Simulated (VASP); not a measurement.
Band structure of NbSi2 (relaxed from the fluorite structure, space group Fm-3m). Calculation: PBEsol GGA, VASP's PBE PAW potentials (set 64) (plane waves; VASP 6.6.1).

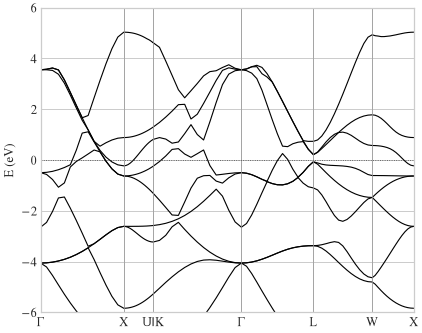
Fig. 1. Bands along high-symmetry lines, zero at the valence-band maximum or, without a gap, the Fermi level

### Question
Read the plot: is there a gap, and where are the band edges?

### Answer
It has no gap at this level: it comes out as a metal or semimetal. (Edges off the drawn lines would not show.)

The structure was generated: NbSi2 was put into the fluorite type (Fm-3m), which need not be its known phase. It was relaxed first, which changed the volume by -10 %. The electron count is odd and the run is not spin-polarised, which forces a metal.
